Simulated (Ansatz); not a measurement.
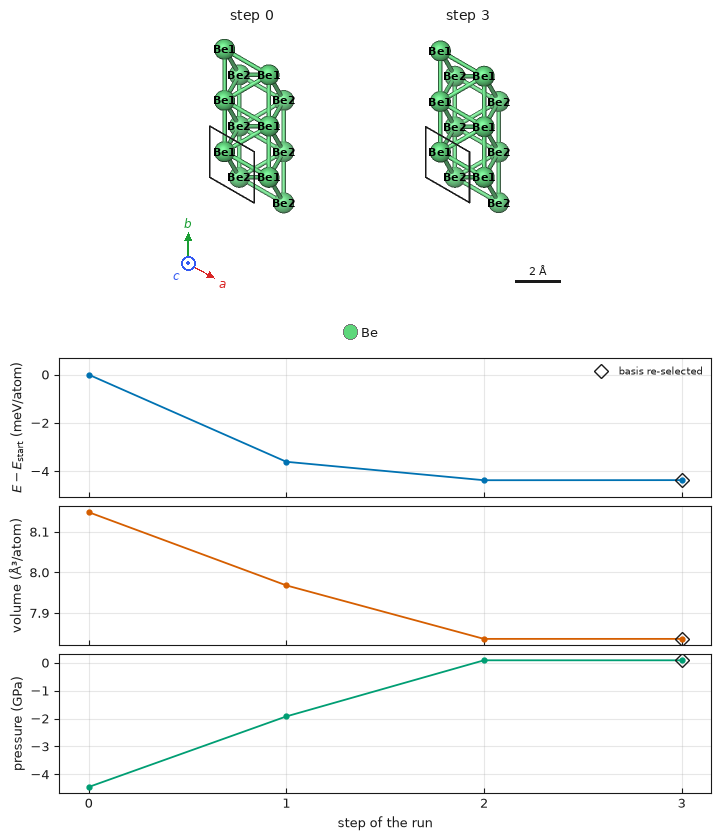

First and last geometry of a relaxation of a crystal of Be (built on the hcp type), with the history of the run. A ball-and-stick model of the cell of the calculation, repeated 2 × 3 × 1 with one cell outlined, seen along the c axis.

Level of theory: Ansatz 0.2.0, DFT PBEsol, scalar-relativistic, plane waves, PAW. (plane-wave cutoff 600 eV; k-point mesh 20 × 20 × 12; occupations gaussian; smearing width 0.05 eV; no spin polarisation; cell and atoms relaxed; force threshold 0.01 eV/Å; at most 60 steps)

What do the curves and the structures tell?

Answer. It converged. After 2 accepted moves (3 points after the start) the energy has fallen by 4.4 meV per atom. All forces vanish by symmetry, so only the cell relaxes. The pressure goes from −4.45 to 0.09 GPa. The SCF was repeated once at an unchanged geometry on a basis and grid sized afresh for the cell, which shifted the energy by less than 0.05 meV per atom at most. No atom moves by more than 0.005 Å relative to the cell. Cell: a = b 2.290 → 2.259 Å (−1.3 %), c 3.588 → 3.545 Å (−1.2 %). Volume −3.8 %. Among the contacts that change: Be1–Be1 2.290 → 2.259 Å, Be1–Be2 2.229 → 2.201 Å. The space group stays P6_3/mmc (No. 194). The run took of the order of 11 core-seconds on a shared host.

```
step  E − E(0), meV/atom  pressure, GPa  volume, Å³/atom                      note
   0                0.00          -4.45            8.148                          
   1               -3.61          -1.92            7.968                          
   2               -4.37           0.09            7.836                          
   3               -4.37           0.09            7.836  same geometry, new basis
```
